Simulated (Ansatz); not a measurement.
# Al2H6N2S: the cost of one run

All numbers below are computed with Ansatz 0.2.0 (RKS PBE0-D4/cc-pVDZ).

## 1. Starting point

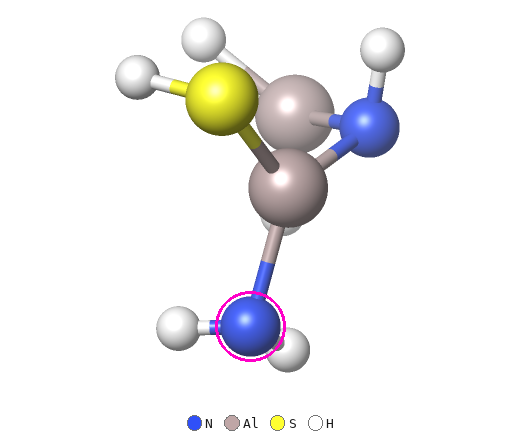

The starting structure, seen from a free direction (nitrogen blue, aluminium light grey, sulfur yellow, hydrogen white). Ringed: N1.

As a file:

```xyz
11

N     2.0451    0.6900    0.4231
Al    0.3058    0.0625    1.0066
S     0.1907   -1.7794    2.3035
N    -1.2345    0.8900    0.3989
Al   -1.4263    0.4920   -1.4831
H     2.4349   -0.0065   -0.1601
H     1.8211    1.5294   -0.2345
H     0.2214   -2.6126    1.1889
H    -2.0887    0.3788    0.9008
H    -0.4683    1.3039   -2.4354
H    -1.7359   -1.0052   -1.8882
```

## 2. End point A

Input file input.yaml:

```yaml
crystal:
  periodic: [false, false, false]
  atoms:
    - { symbol: "N", position_ang: [2.0451, 0.69, 0.4231] }
    - { symbol: Al, position_ang: [0.3058, 0.0625, 1.0066] }
    - { symbol: S, position_ang: [0.1907, -1.7794, 2.3035] }
    - { symbol: "N", position_ang: [-1.2345, 0.89, 0.3989] }
    - { symbol: Al, position_ang: [-1.4263, 0.492, -1.4831] }
    - { symbol: H, position_ang: [2.4349, -0.0065, -0.1601] }
    - { symbol: H, position_ang: [1.8211, 1.5294, -0.2345] }
    - { symbol: H, position_ang: [0.2214, -2.6126, 1.1889] }
    - { symbol: H, position_ang: [-2.0887, 0.3788, 0.9008] }
    - { symbol: H, position_ang: [-0.4683, 1.3039, -2.4354] }
    - { symbol: H, position_ang: [-1.7359, -1.0052, -1.8882] }
basis:
  gaussian: { orbitals: cc-pVDZ }
hamiltonian:
  xc: pbe0
  dispersion: d4
relax:
  f_tol: 0.015
  max_steps: 40
```

Run with:

```sh
$ ansatz run input.yaml --threads 2 --pin off --max-ram 3072MiB --backend cpu --events-out ev --progress --plain --runs-dir out
```

**Question.** How long does this run take on 2 threads of Arm Neoverse V2, shared host, and how much memory does it need?

About 1.7 min, with a peak of 0.28 GiB.
